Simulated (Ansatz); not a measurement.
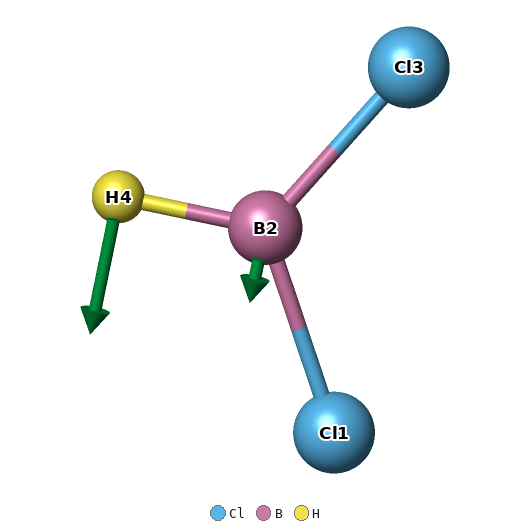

The arrows show one normal mode. Harmonic vibrations computed with RKS PBE0-D4/def2-TZVP (Ansatz 0.2.0) at a stationary point of the same level.

Estimate its harmonic wavenumber.

Answer. 913 cm⁻¹; it is mode 4 of 6 counted from the lowest.
